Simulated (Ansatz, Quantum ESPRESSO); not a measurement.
# Ni(111), 5 layers against a metal electrode: the electrode's level over the Fermi level at a withheld member of a series

**Set-up.** Quantum ESPRESSO 7.5, PBE, GBRV ultrasoft. The slab is relaxed neutral, then held. ESM with bc3: vacuum below and a metal electrode about 6 Å above the top atoms. Cold smearing of 0.02 Ry. Charges are set per cell from the starting area. The slabs take the lattice constants of the bulk relaxed by the same program. The series steps the charge of the slab (positive: electrons removed).

```tsv
charge of the slab	electrode's level over the Fermi level (eV)
1 ×10¹³ e/cm²	5.844
2 ×10¹³ e/cm²	6.653
3 ×10¹³ e/cm²	7.468
4.5 ×10¹³ e/cm²	8.697
6 ×10¹³ e/cm²	9.939
7 ×10¹³ e/cm²	10.772
```

**Question.** What is the electrode's level over the Fermi level at 8 ×10¹³ e/cm²?

**Fit.** The rows at 6 ×10¹³ e/cm² and 7 ×10¹³ e/cm² give a slope of (10.772 − (9.939))/(7 − (6)) = 0.833, so a straight line gives 11.605 eV. A parabola through these and the row at 4.5 ×10¹³ e/cm² gives 11.609 eV.

What the calculation gave: 11.607 eV. The line misses by −0.002 and the parabola by +0.002 eV. Both misses are under 5 % of the step from the nearer row.

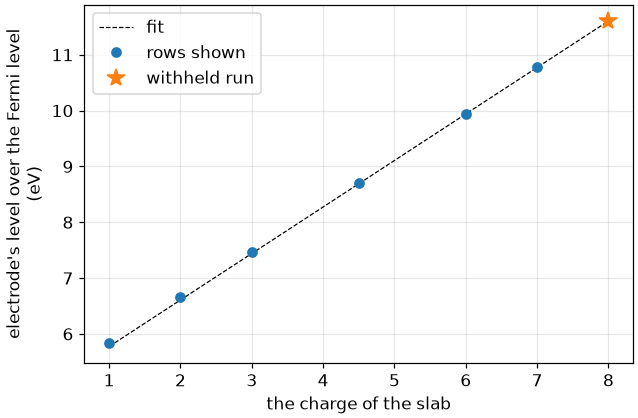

The rows shown, the fit and the withheld run.

**Limits.** Vacuum fills the gap; ions don't answer the charge; added electrons can spill towards the electrode at the most negative charges. Members without a usable value, or on the other side of zero field or charge, are not listed.

[Logs are printed without paths, hosts, clocks, repeated set-up lines and the standing remarks that a program may print on its own settings, such as how far it seeks lower states.]
